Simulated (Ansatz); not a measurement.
```xyz
12

Si   -0.9587    1.1766    0.3676
O    -1.1518   -0.3078    1.0648
H     0.2413    1.6944    1.0672
H    -2.1348    2.0580    0.6010
N    -0.8088    1.0890   -1.3282
H     1.9975   -1.0964    1.3917
As    1.8128   -1.3669   -0.0892
H    -1.8360   -0.8612    0.6834
H     0.0010    0.6959   -1.7786
H    -1.3577    1.6682   -1.9389
H     3.1459   -2.0946   -0.2033
H     1.0493   -2.6550    0.1623
```

The reactant side of a reaction path; geometry: PBE0-D4/def2-TZVP; a saddle point, not a minimum.

These are results of RKS PBE0-D4/def2-TZVPP (Ansatz 0.2.0), not measurements.

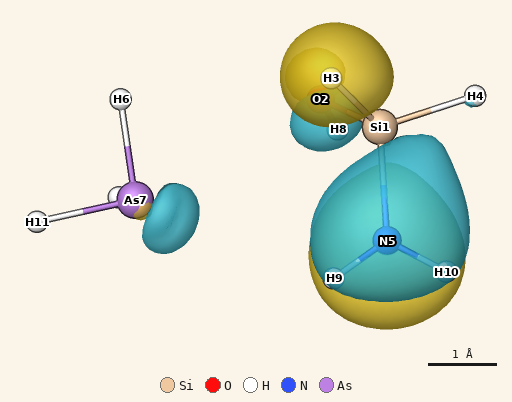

H5NOSi···AsH3. The HOMO at ±0.1 Å⁻³ᐟ² (yellow and cyan are the two phases), seen at a tilt.

Q: What is the character of this orbital?

A: By Hirshfeld shares it lies mainly on N5 (about 60 %), Si1 (about 15 %) and H3 (about 5 %). Its energy is −7.55 eV.
